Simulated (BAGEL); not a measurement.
# CH4ClGe (SMILES [CH3][GeH][Cl]) at UHF/3-21G (density fitting with qzvpp-jkfit)

What is the energy change on altering one bond length of CH4ClGe at UHF/3-21G (density fitting with qzvpp-jkfit)? 

The results are computed with BAGEL 1.2.2.

1 further run of the same task is left out (set aside as unsound or not needed). Runs told in other sessions of the task aren't counted.

**1. The molecule**

CH4ClGe has 7 atoms, charge 0, and is taken as a doublet. As SMILES, `[CH3][GeH][Cl]`. The shape is that of a PBE0-D4/def2-TZVP optimisation.

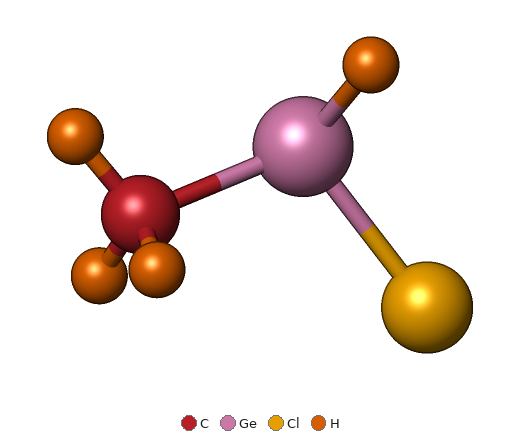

The structure, seen from a chosen angle (carbon red, germanium pink, chlorine amber, hydrogen orange).

**2. A single-point energy at UHF/3-21G (density fitting with qzvpp-jkfit)**

The input, input.json:

```json
{ "bagel": [

{
  "title": "molecule",
  "basis": "3-21g",
  "df_basis": "qzvpp-jkfit",
  "angstrom": true,
  "geometry": [
    { "atom": "C", "xyz": [      -0.733100,       0.438400,      -0.261900 ] },
    { "atom": "Ge", "xyz": [       0.705400,      -0.885500,      -0.183100 ] },
    { "atom": "Cl", "xyz": [       1.017000,      -1.361700,       1.909500 ] },
    { "atom": "H", "xyz": [      -0.433400,       1.314500,       0.317300 ] },
    { "atom": "H", "xyz": [      -1.646200,       0.021400,       0.160800 ] },
    { "atom": "H", "xyz": [      -0.909900,       0.729400,      -1.298200 ] },
    { "atom": "H", "xyz": [       2.061400,      -0.324500,      -0.690100 ] }
  ]
},

{ "title": "uhf", "nopen": 1 },

{ "title": "print", "file": "orbitals.molden", "orbitals": true }

]}
```

Launch:

```sh
$ BAGEL_NUM_THREADS=1 BAGEL input.json > input.out
```

The program printed:

```text
* using 1 threads per process

  ===============================================================
  ===============================================================

  *** Geometry ***

  { "atom" : "C", "xyz" : [     -1.385358,      0.828456,     -0.494919 ] },
  { "atom" : "Ge", "xyz" : [      1.333013,     -1.673352,     -0.346009 ] },
  { "atom" : "Cl", "xyz" : [      1.921851,     -2.573240,      3.608432 ] },
  { "atom" : "H", "xyz" : [     -0.819007,      2.484045,      0.599610 ] },
  { "atom" : "H", "xyz" : [     -3.110867,      0.040440,      0.303868 ] },
  { "atom" : "H", "xyz" : [     -1.719462,      1.378366,     -2.453242 ] },
  { "atom" : "H", "xyz" : [      3.895481,     -0.613216,     -1.304100 ] },

  Number of auxiliary basis functions:      541

  Since a DF basis is specified, we compute 2- and 3-index integrals:
    o Being stored without compression. Storage requirement is 0.012 GB

  Number of basis functions:       52
  Number of electrons      :       59

    * METHOD: MOLECULE                             0.16

  *** Open-shell HF ***

  === Nuclear Repulsion ===
   253.3597262299

      * DIIS with orbital gradients will be used.

  === UHF iteration (3-21g) ===
      0      -2562.56875310          0.02619936           0.09
      1      -2562.62915971          0.00919674           0.09
      2      -2562.63677941          0.00395153           0.09
      3      -2562.63811936          0.00077654           0.10
      4      -2562.63836853          0.00022828           0.09
      5      -2562.63840915          0.00010174           0.09
      6      -2562.63842476          0.00002417           0.09
      7      -2562.63842809          0.00001052           0.09
      8      -2562.63842918          0.00000385           0.09
      9      -2562.63842931          0.00000143           0.11
     10      -2562.63842932          0.00000052           0.10
     11      -2562.63842932          0.00000022           0.09
     12      -2562.63842932          0.00000009           0.09
     13      -2562.63842932          0.00000004           0.09
     14      -2562.63842932          0.00000001           0.09
     15      -2562.63842932          0.00000001           0.09
    * SCF iteration converged.

    * S^2 (UHF) is 0.7519

    * Permanent dipole moment:
           (    0.465253,    -0.433387,     1.339797) a.u.

    * METHOD: UHF                                  1.58

    * METHOD: PRINT                                0.00

  ===============================================================
```

It took 2 s on 1 thread of Intel Xeon 6975P-C (Granite Rapids), shared host; peak memory 0.097 GiB.

**3. The distorted shape, same level**

The input, hf.json:

```json
{ "bagel": [

{
  "title": "molecule",
  "basis": "3-21g",
  "df_basis": "qzvpp-jkfit",
  "angstrom": "true",
  "geometry": [
    { "atom": "C", "xyz": [   -0.596100,    0.500966,   -0.325321 ] },
    { "atom": "Ge", "xyz": [    0.842400,   -0.822934,   -0.246521 ] },
    { "atom": "Cl", "xyz": [    1.154000,   -1.299134,    1.846079 ] },
    { "atom": "H", "xyz": [   -0.296400,    1.377066,    0.253879 ] },
    { "atom": "H", "xyz": [   -1.646200,    0.021400,    0.160800 ] },
    { "atom": "H", "xyz": [   -0.772900,    0.791966,   -1.361621 ] },
    { "atom": "H", "xyz": [    2.198400,   -0.261934,   -0.753521 ] }
  ]
},
{
  "title": "uhf",
  "nopen": 1
},
{
  "title": "print",
  "file": "orbitals.molden",
  "orbitals": "true"
}

]}
```

Launch:

```sh
$ BAGEL_NUM_THREADS=1 BAGEL hf.json > hf.out
```

The program printed:

```text
* using 1 threads per process

  ===============================================================
  ===============================================================

  *** Geometry ***

  { "atom" : "C", "xyz" : [     -1.126466,      0.946689,     -0.614768 ] },
  { "atom" : "Ge", "xyz" : [      1.591905,     -1.555120,     -0.465857 ] },
  { "atom" : "Cl", "xyz" : [      2.180744,     -2.455007,      3.488584 ] },
  { "atom" : "H", "xyz" : [     -0.560115,      2.602278,      0.479762 ] },
  { "atom" : "H", "xyz" : [     -3.110867,      0.040440,      0.303868 ] },
  { "atom" : "H", "xyz" : [     -1.460569,      1.496599,     -2.573091 ] },
  { "atom" : "H", "xyz" : [      4.154374,     -0.494984,     -1.423948 ] },

  Number of auxiliary basis functions:      541

  Since a DF basis is specified, we compute 2- and 3-index integrals:
    o Being stored without compression. Storage requirement is 0.012 GB

  Number of basis functions:       52
  Number of electrons      :       59

    * METHOD: MOLECULE                             0.16

  *** Open-shell HF ***

  === Nuclear Repulsion ===
   252.6051470564

      * DIIS with orbital gradients will be used.

  === UHF iteration (3-21g) ===
      0      -2562.55801141          0.02487550           0.09
      1      -2562.61521410          0.00865619           0.11
      2      -2562.62239638          0.00382366           0.09
      3      -2562.62367108          0.00079087           0.09
      4      -2562.62392061          0.00023773           0.08
      5      -2562.62396065          0.00010615           0.09
      6      -2562.62397713          0.00002362           0.09
      7      -2562.62398027          0.00001009           0.09
      8      -2562.62398129          0.00000383           0.10
      9      -2562.62398142          0.00000148           0.09
     10      -2562.62398144          0.00000051           0.09
     11      -2562.62398144          0.00000019           0.09
     12      -2562.62398145          0.00000008           0.09
     13      -2562.62398145          0.00000004           0.09
     14      -2562.62398145          0.00000002           0.09
     15      -2562.62398145          0.00000002           0.09
     16      -2562.62398145          0.00000001           0.09
     17      -2562.62398145          0.00000001           0.09
    * SCF iteration converged.

    * S^2 (UHF) is 0.7519

    * Permanent dipole moment:
           (    0.435903,    -0.437082,     1.347875) a.u.

    * METHOD: UHF                                  1.76

    * METHOD: PRINT                                0.00

  ===============================================================
```

Wall time 2.2 s (1 thread of Intel Xeon 6975P-C (Granite Rapids), shared host); peak memory 0.097 GiB.

**4. Results**

Level: UHF/3-21G (density fitting with qzvpp-jkfit).

| quantity | value |
| --- | --- |
| first shape: total energy | -2562.63843 Eh |
| first shape: dipole moment | 3.77 D |
| first shape: ⟨S²⟩ | 0.752 |
| distorted shape: total energy | -2562.62398 Eh |
| distorted shape: dipole moment | 3.77 D |
| distorted shape: ⟨S²⟩ | 0.752 |
| energy change with the C1–H5 bond stretched from 1.089 to 1.253 Å | 0.393 eV |

In words: With the C1–H5 bond stretched from 1.089 to 1.253 Å the energy rises by 0.39 eV (37.9 kJ/mol). The first shape isn't relaxed at this level, so the change isn't measured from a minimum.
